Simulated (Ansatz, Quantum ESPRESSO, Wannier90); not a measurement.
# straight Cu chain, spacing 2.14 Å: Wannier functions and conductance, part 5 of 5

Aim: a Wannier model and the conductance steps that follow from it, for this wire: straight Cu chain, spacing 2.14 Å.

Quantum ESPRESSO 7.5 and Wannier90 3.1.0; plane-wave DFT, PBE, GBRV ultrasoft pseudopotentials; cross-check by Ansatz 0.2.0 with PAW datasets.

So far. Step 2 (Ground state): The run needed 26 iterations to bring the estimated error under 1e-07 Ry. Step 6 (Localisation, bands and conductance): Bands and channels are those of the Wannier model: bands that were not projected, and all outside the frozen window, are missing or only approximate.

### 12. Wannier functions and transport, with dis_win_max − E_F = -1.0

Level of this step: maximally localised Wannier functions and ballistic conductance; plane-wave DFT, PBE, GBRV ultrasoft pseudopotentials (Wannier90).

Another try, with an input changed as a hurried user might.

wan_bad.win reads:

```
num_wann = 6
num_bands = 21
num_iter = 200
num_print_cycles = 20
conv_tol = 1e-8
conv_window = 5
guiding_centres = true
dis_num_iter = 1500
dis_conv_tol = 1e-8
dis_win_min = -14.3747
dis_win_max = -4.3747
dis_froz_max = -1.8747
search_shells = 120
fermi_energy = -3.3747

transport = true
transport_mode = bulk
one_dim_axis = z
dist_cutoff = 17.01
dist_cutoff_mode = one_dim
tran_win_min = -4.0
tran_win_max = 2.0
tran_energy_step = 0.02

bands_plot = true
bands_num_points = 96
begin kpoint_path
G 0.0 0.0 0.0 Z 0.0 0.0 0.5
end kpoint_path

begin projections
Cu:s;d
end projections

begin unit_cell_cart
ang
  8.0000000000 0.0000000000 0.0000000000
  0.0000000000 8.0000000000 0.0000000000
  0.0000000000 0.0000000000 2.1390000000
end unit_cell_cart

begin atoms_frac
  Cu 0.0000000000 0.0000000000 0.0000000000
end atoms_frac

mp_grid = 1 1 16
begin kpoints
  0.0 0.0 0.0000000000
  0.0 0.0 0.0625000000
  0.0 0.0 0.1250000000
  0.0 0.0 0.1875000000
  0.0 0.0 0.2500000000
  0.0 0.0 0.3125000000
  0.0 0.0 0.3750000000
  0.0 0.0 0.4375000000
  0.0 0.0 0.5000000000
  0.0 0.0 0.5625000000
  0.0 0.0 0.6250000000
  0.0 0.0 0.6875000000
  0.0 0.0 0.7500000000
  0.0 0.0 0.8125000000
  0.0 0.0 0.8750000000
  0.0 0.0 0.9375000000
end kpoints
```

The run is started by

```
$ OMP_NUM_THREADS=1 wannier90.x wan_bad > wan_bad.run.log
```

Numbers of over 12 decimals in the logs are rounded to 6 here.

The program printed:

```text
[banner, memory and clock lines left out]
+---------------------------------------------------+
             |                                                   |
             |                   WANNIER90                       |
             |                                                   |
             +---------------------------------------------------+
             |                                                   |
             |        Welcome to the Maximally-Localized         |
             |        Generalized Wannier Functions code         |
[...]
|  Wannier90 Developer Group:                       |
             |    Giovanni Pizzi    (EPFL)                       |
             |    Valerio Vitale    (Cambridge)                  |
             |    David Vanderbilt  (Rutgers University)         |
             |    Nicola Marzari    (EPFL)                       |
             |    Ivo Souza         (Universidad del Pais Vasco) |
             |    Arash A. Mostofi  (Imperial College London)    |
             |    Jonathan R. Yates (University of Oxford)       |
[...]
|  For the full list of Wannier90 3.x authors,      |
             |  please check the code documentation and the      |
             |  README on the GitHub page of the code            |
[...]
|  [ref] "Wannier90 as a community code:            |
             |        new features and applications",            |
             |        165902 (2020).                             |
[...]
|  in any publications arising from the use of      |
[...]
|  [ref] "Maximally Localized Generalised Wannier   |
             |         Functions for Composite Energy Bands"     |
             |         N. Marzari and D. Vanderbilt              |
             |         Phys. Rev. B 56 12847 (1997)              |
[...]
|  [ref] "Maximally Localized Wannier Functions     |
             |         for Entangled Energy Bands"               |
             |         I. Souza, N. Marzari and D. Vanderbilt    |
             |         Phys. Rev. B 65 035109 (2001)             |
[...]
| Copyright (c) 1996-2020                           |
             |        The Wannier90 Developer Group and          |
             |        individual contributors                    |
[...]
|      Release: 3.1.0        5th March    2020      |
[...]
| This program is free software; you can            |
             | redistribute it and/or modify it under the terms  |
             | of the GNU General Public License as published by |
             | the Free Software Foundation; either version 2 of |
[...]
|                        Shell   # Nearest-Neighbours                        |
 |                        -----   --------------------                        |
 |                          1               2                                 |
 |                          5               4                                 |
[...]
| Completeness relation is fully satisfied [Eq. (B1), PRB 56, 12847 (1997)]  |
[...]
|                  b_k Vectors (Ang^-1) and Weights (Ang^2)                  |
 |                  ----------------------------------------                  |
 |            No.         b_k(x)      b_k(y)      b_k(z)        w_b           |
 |            ---        --------------------------------     --------        |
 |             1         0.000000    0.000000    0.183590    14.834462        |
 |             2         0.000000    0.000000   -0.183590    14.834462        |
 |             3         0.785398    0.000000    0.000000     0.810569        |
 |             4         0.000000    0.785398    0.000000     0.810569        |
 |             5         0.000000   -0.785398    0.000000     0.810569        |
 |             6        -0.785398    0.000000    0.000000     0.810569        |
[...]
|                           b_k Directions (Ang^-1)                          |
 |                           -----------------------                          |
 |            No.           x           y           z                         |
 |            ---        --------------------------------                     |
 |             1         0.000000    0.000000    0.183590                     |
 |             2         0.785398    0.000000    0.000000                     |
 |             3         0.000000    0.785398    0.000000                     |
[...]
Time to get kmesh              0.031 (sec)
 *============================================================================*
 |                              MEMORY ESTIMATE                               |
 |         Maximum RAM allocated during each phase of the calculation         |
 *============================================================================*
 |                        Disentanglement            0.96 Mb                  |
 |                            Wannierise:            0.21 Mb                  |
 |                          plot_wannier:            0.21 Mb                  |
 *----------------------------------------------------------------------------*

 Starting a new Wannier90 calculation ...

 Reading overlaps from wan_bad.mmn

 Reading projections from wan_bad.amn

 Time to read overlaps          0.046 (sec)

 *------------------------------- DISENTANGLE --------------------------------*
 +----------------------------------------------------------------------------+
 |                              Energy  Windows                               |
 |                              ---------------                               |
 |                   Outer:  -14.37470  to   -4.37470  (eV)                   |
 |                   Inner:  -14.37470  to   -1.87470  (eV)                   |
 +----------------------------------------------------------------------------+
 Error at k-point    1 ndimwin  4 num_wann  6
 Exiting.......
 dis_windows: Energy window contains fewer states than number of target WFs
[the rest left out]
[key lines of the parts left out:]
|  Fermi energy (eV)                         :            -3.375             |
```

Run time: 0.55 s. Hardware: 1 MPI rank of Arm Neoverse N1, shared host; peak memory 0.09 GiB.

The program refused the input before any cycle.

The fault put into the input: an outer window with too few states (dis_win_max − E_F = -1.0).

The outer window must hold at least num_wann states at every k: widen it, with enough bands computed to fill it.

### 13. The same in Ansatz

As a check, the same structure is run in Ansatz.

Level of this step: plane-wave DFT, PBE, Ansatz PAW (Ansatz 0.2.0).

System of this step: straight Cu chain, spacing 2.14 Å, 2 periods. The cell holds 2 atoms: 2 Cu. Its edges and angles: a = 8.000 Å, b = 8.000 Å, c = 4.278 Å, α = 90.0°, β = 90.0°, γ = 90.0°. Vacuum lies along a and b. The structure's axis is c.

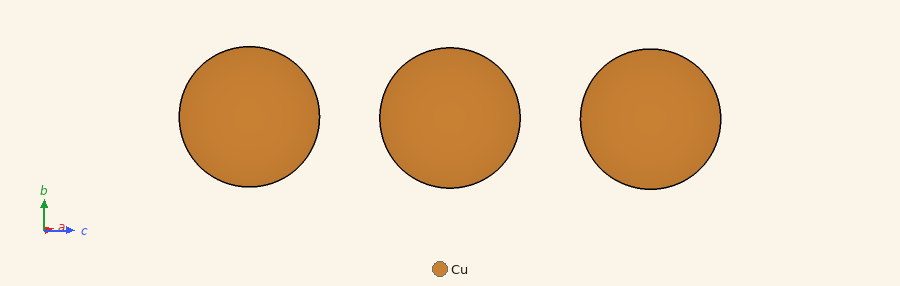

The cell of this step (copper orange). Some periodic images of atoms are drawn too.

input.yaml reads:

```yaml
crystal:
  lattice:
    - [8.0, 0.0, 0.0]
    - [0.0, 8.0, 0.0]
    - [0.0, 0.0, 4.278]
  atoms:
    - { symbol: Cu, position: [0.0, 0.0, 0.0] }
    - { symbol: Cu, position: [0.0, 0.0, 0.5] }
kpoints:
  mp_grid: { grid: [1, 1, 16] }
hamiltonian:
  xc: pbe
scf:
  occupations: { method: fermi_dirac, width: 0.05 }
  convergence: { dr2_threshold: 1.0e-08 }
output:
  transmission:
    leads: [[0, 0]]
    e_range: [-4.0, 2.0]
    de: 0.05
    kmesh: [1, 1]
    reduced_basis: true
```

The run is started by

```
$ ansatz run input.yaml --threads 2 --pin off --max-ram 4096MiB --backend cpu --events-out ev --progress --plain --runs-dir out
```

The program printed:

```text
Engine: ansatz 0.2.0, aarch64-unknown-linux-gnu
Pseudopotentials: kind: paw
Pseudopotential: Cu, paw, valence charge 19, recommended cutoff 420 eV (normal), Cu.paw.azcp
Functional definition: PBE
  parameter kappa = 0.804
  parameter beta = 0.066725
  exchange = pbe_x(kappa = kappa, mu = beta*pi^2/3)
  correlation = pbe_c(beta = beta)
Crystal: 2 atoms, lattice volume = 273.792 Å³
Basis set: ecut = 420 eV, 5367 PW (Γ)
Bands: 23, of which v1, the nominal top of the filled ones, is band 19 counted from 1 (18 counted from 0)
Symmetry: 32 space group operations
Space group: P4/mmm (ITA 123), of the structure as read, at distance tolerance 6.5e-5 Å
k-points: 9 of 16
Non-local potential: Cu, projectors of the file, l = 0: 3, l = 1: 2, l = 2: 3, l = 3: 1
PAW form: soft (Blöchl's): semilocal exchange-correlation on the pseudo side does not see the compensation charge
PAW one-centre angular grid: Cu, 590 points (default); XC on 64 Gauss nodes
Initial density: superposition of atomic densities (neutral atoms: chi_scale 0, normalization atom), corrected by the library's trained network
Initial wavefunctions: pseudopotential atomic-orbital guess
Functional: x = pbe(κ = 0.804, μ = 0.219515), c = pbe(β = 0.066725)
SCF iter   1: F=—  HF=-13246.166629 eV  |F-HF|=—  |Δ(HF+E_count)|=         —  Δρ=3.93e-3  dr2=2.91e-2  ethr=1.77e-3  ⟨swp⟩=5.9  Hψ=984  notcnv=0
preconditioner: auto → LDOS  [insulator: Δε(μ)=0.278 eV  Ē_g=5.187 eV  σ=0.050 eV  W_gap=0.79  n_scr=38 (ndim 8)  ℏωp=10.5 eV  f_vac=0.770  D(μ)=2.36/eV (n_scr^D=8)  ε∞_Penn≈5.1  β→1.0]
SCF iter   2: F=—  HF=-13246.210570 eV  |F-HF|=—  |Δ(HF+E_count)|=   4.39e-2  Δρ=1.46e-2  dr2=3.54e-1  ethr=7.67e-5  ⟨swp⟩=3.0  Hψ=580  notcnv=0
SCF iter   3: F=—  HF=-13246.173275 eV  |F-HF|=—  |Δ(HF+E_count)|=   3.73e-2  Δρ=2.18e-3  dr2=7.71e-3  ethr=7.67e-5  ⟨swp⟩=2.0  Hψ=408  notcnv=0
SCF iter   4: F=—  HF=-13246.171964 eV  |F-HF|=—  |Δ(HF+E_count)|=   1.31e-3  Δρ=6.32e-4  dr2=7.25e-4  ethr=2.03e-5  ⟨swp⟩=2.0  Hψ=389  notcnv=0
SCF iter   5: F=—  HF=-13246.171921 eV  |F-HF|=—  |Δ(HF+E_count)|=   4.33e-5  Δρ=4.43e-4  dr2=3.49e-4  ethr=1.91e-6  ⟨swp⟩=1.0  Hψ=207  notcnv=0
SCF iter   6: F=—  HF=-13246.171866 eV  |F-HF|=—  |Δ(HF+E_count)|=   5.42e-5  Δρ=8.26e-5  dr2=1.20e-5  ethr=9.18e-7  ⟨swp⟩=2.6  Hψ=271  notcnv=0
SCF iter   7: F=—  HF=-13246.171869 eV  |F-HF|=—  |Δ(HF+E_count)|=   2.66e-6  Δρ=6.97e-6  dr2=8.77e-8  ethr=3.16e-8  ⟨swp⟩=2.0  Hψ=291  notcnv=0
SCF iter   8: F=—  HF=-13246.171889 eV  |F-HF|=—  |Δ(HF+E_count)|=   2.04e-5  Δρ=2.95e-7  dr2=1.19e-10  ethr=2.63e-11  ⟨swp⟩=2.1  Hψ=585  notcnv=0
SCF iter   9: F=-13246.171889 eV  HF=-13246.171889 eV  |F-HF|=3.46e-11  |Δ(HF+E_count)|=  1.55e-10  Δρ=1.78e-7  dr2=5.96e-11  ethr=1.00e-12  ⟨swp⟩=1.1  Hψ=534  notcnv=0
SCF 1 converged in 9 iterations: F = -13246.171889 eV  dr2 = 5.96e-11
  greatest PAW one-centre occupation: 1.000 electrons in one spin orbital (limit 2), on the Cu atom at site 1 (counted from 0), in its partial waves of l = 0
transmission: 6 of 36 steps passed
transmission: 12 of 36 steps passed
[...]
transmission: 36 of 36 steps passed
SCF converged after 9 iterations
Free energy (F): -13246.171889 eV
Harris-Foulkes:  -13246.171889 eV  (|F-HF|=3.46e-11)
Internal energy: -13246.146228 eV  (E = F + TS)
E sigma→0 (E₀):  -13246.159059 eV
Entropy (-TS):   -0.025662 eV (-12.831 meV/atom)
Fermi energy:    -3.307062 eV
--- Per-component energies (eV) ---
  E_band       = -1416.842140
  E_kinetic    = 601.936494
  E_local      = -19559.503993  (includes V_loc(G=0)·N_el)
  E_nonlocal   = 799.836259
  E_hartree    = 8950.523760
  E_xc         = -173.179009
  E_vxc        = -222.796527  (∫ρ·V_xc dr)
  E_paw        = -3343.933834  (= ΣΔE_a)
  E_vpaw       = -937.363706  (= ΣTr[D̂ρ^β])
  E_aug_tail   = 0.000553  (compensation charges beyond the density's cutoff)
  E_ewald      = -521.826458
  E_smearing   = -0.025662  (= −TS)
  E_closure    = 0.000000  (closes the sum)
  Σ components = -13246.171889   (vs F -13246.171889, Δ=0.00e0)
--- Band table (eV; the first three rows and the last of 9) ---
  k-point 0: bands = [... 15 lower, -3.9442, -3.4395, -3.3709, -3.3709, -0.5204, -0.5204, 1.2556, 1.2987]
  k-point 1: bands = [... 15 lower, -3.9493, -3.4622, -3.4092, -3.4092, -0.4671, -0.4671, 0.9711, 1.3297]
  k-point 2: bands = [... 15 lower, -3.9646, -3.5304, -3.5169, -3.5169, -0.3134, -0.3134, 0.3150, 1.4226]
  k-point 8: bands = [... 15 lower, -4.2134, -4.2129, -4.2129, -3.5886, -3.5886, 2.0570, 2.0570, 2.0570]
--- Transmission ---
  basis      : 561 plane waves across, 6 finite elements along
  points     : 1, standing for a mesh of 1 x 1
  energies   : 121 from -4.000000 to 2.000000 eV about the Fermi level, 0.050000 eV apart; the leads are filled to 0.000000 eV, and channels, transmission and decay are at 0.000000 eV
  crystal 0  : Cu2, at the sites [0, 0], period 4.2780 Å: whole cells are its period
    offset         : up to 0.0000 Å between an atom of the period and one for which it stands
    channels       : 1.000000e0 a spin
    conductance    : none, the energies end too early or step too widely for 300 K: set another output.transmission.e_range or a lower de, or, where they end at an eighth of basis.ecutwfc, a higher one
```

Elapsed: 49 s, on 2 threads; peak memory 0.53 GiB; 96 s of CPU time.

Read from the output:

- free energy: -13246.1719 eV
- energy at zero smearing: -13246.1591 eV
- smearing term TS: 0.02566 eV
- Fermi energy: -3.307 eV
- symmetry operations: 32
- lead channels at the Fermi level, one spin: 1

Per spin. Table of open channels by energy, zero at the Fermi level:

```tsv
energy (eV)	open channels
-4.0000	1
-3.7500	1
-3.5000	1
-3.2500	1
-3.0000	1
-2.7500	1
-2.5000	1
-2.2500	3
-2.0000	3
-1.7500	3
-1.5000	3
-1.2500	4
-1.0000	6
-0.7500	6
-0.5000	4
-0.2500	4
0.0000	1
0.2500	1
0.5000	1
0.7500	1
1.0000	1
1.2500	1
1.5000	1
1.7500	1
2.0000	1
```

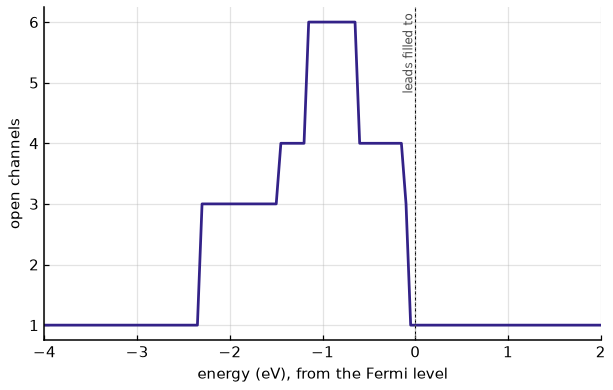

Open channels against energy.

### 14. By hand

1 channel × 77.48 µS = 77 µS, a two-terminal resistance of 12.906/1 = 12.91 kΩ whatever the wire's length, as long as nothing scatters.

### 15. Outcome

- open channels at the Fermi level, per spin: 1
- total spread: 4.20 Å²
- gauge-invariant spread: 3.97 Å²
- largest band misfit in the frozen window: 0.0134 eV
- channels at the Fermi level by Ansatz: 1

The wire offers 1 channel per spin at the Fermi level. Between -4 and 1.5 eV the channel count from Wannier functions equals that from Ansatz's layer matching at 96 % of the energies; outside the frozen window the Wannier bands are not held to the plane-wave ones. A band edge of the lead lies within 0.06 eV of the Fermi level, so the channel count there hangs on small shifts and on temperature. Each plane-wave level in the frozen window has a Wannier level within 0.02 eV; this test doesn't see extra bands that a model may add. The wire is perfect, so the conductance only counts bands: each channel, with its partner of the other spin, carries G₀ = 2e²/h. It was run without spin polarisation, which was not tested.

[Logs are printed without paths, hosts, clocks, repeated set-up lines and the standing remarks that a program may print on its own settings, such as how far it seeks lower states.]

[Hosts, paths, dates, database ids (printed as entryN), source tags and the programs' standing remarks are cut or masked in the printed files.]

[Maps of the electrostatic potential energy from Ansatz leave out the sawtooth potential of an applied field or a dipole correction, so their vacuum need not be flat; planar profiles and work functions include it.]
